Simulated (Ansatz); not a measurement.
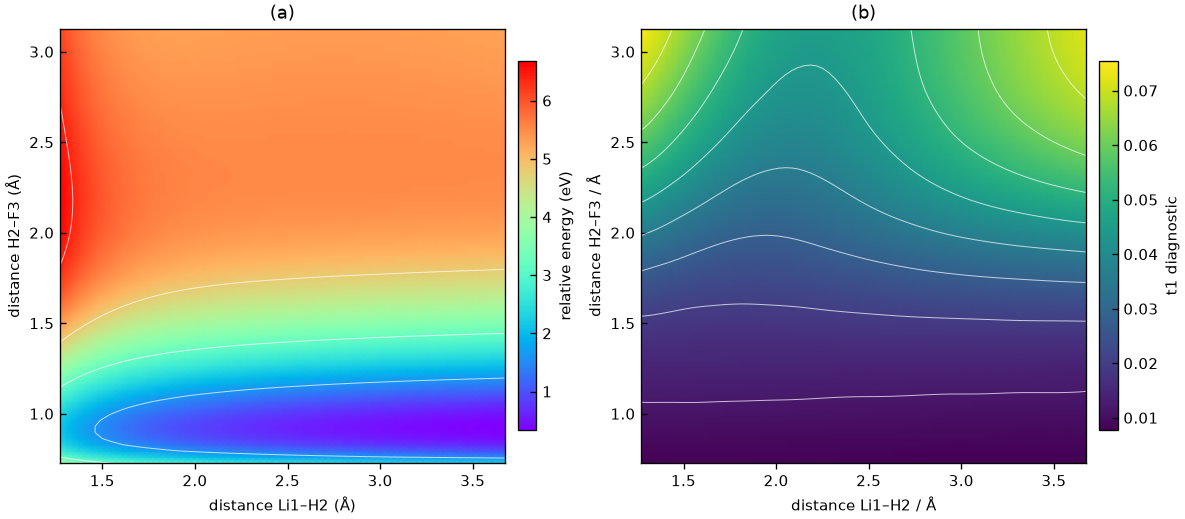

The system Li⁺ + HF. First axis: distance Li1–H2. Second axis: distance H2–F3. Nothing is relaxed (the angle Li1–H2–F3 is fixed at 180 degrees). The grid has 17 × 17 points. All energies are given in eV relative to Li with charge +1 far from the relaxed HF (each part in its own basis). The restricted reference is unstable at some or all points, so the energies there are unreliable. These are results of RHF-CCSD(T), frozen core/def2-TZVPD in Ansatz 0.2.0, not measurements.

Panel (a) is the energy and panel (b) the computed t1 diagnostic on the same grid.

The picture shows a smooth colour map with a few white contour lines. Between grid points the surface is interpolated.

Q: How does the t1 diagnostic vary over the map, and what is it at the lowest grid point?

A: Leaving out the highest fifth of the energies, it runs from 0.01  at distance Li1–H2 = 3.290 Å, distance H2–F3 = 0.728 Å to 0.07  at distance Li1–H2 = 3.672 Å, distance H2–F3 = 3.128 Å. At the lowest grid point, distance Li1–H2 = 3.672 Å, distance H2–F3 = 0.889 Å, it is 0.01 . That point lies on the edge of the scan.

```tsv
distance H2–F3 ↓, distance Li1–H2 →	1.272	1.433	1.668	1.943	2.247	2.575	2.923	3.290	3.672
3.128	0.08	0.07	0.06	0.05	0.05	0.05	0.06	0.06	0.07
2.746	0.07	0.06	0.05	0.04	0.04	0.05	0.05	0.06	0.07
2.379	0.05	0.05	0.04	0.04	0.04	0.04	0.05	0.05	0.06
2.031	0.04	0.03	0.03	0.03	0.03	0.03	0.04	0.04	0.04
1.703	0.02	0.02	0.02	0.02	0.02	0.02	0.03	0.03	0.03
1.399	0.02	0.02	0.02	0.02	0.02	0.02	0.02	0.02	0.02
1.124	0.01	0.01	0.01	0.01	0.01	0.01	0.01	0.01	0.01
0.889	0.01	0.01	0.01	0.01	0.01	0.01	0.01	0.01	0.01
0.728	0.01	0.01	0.01	0.01	0.01	0.01	0.01	0.01	0.01
```

The table holds every second grid line.
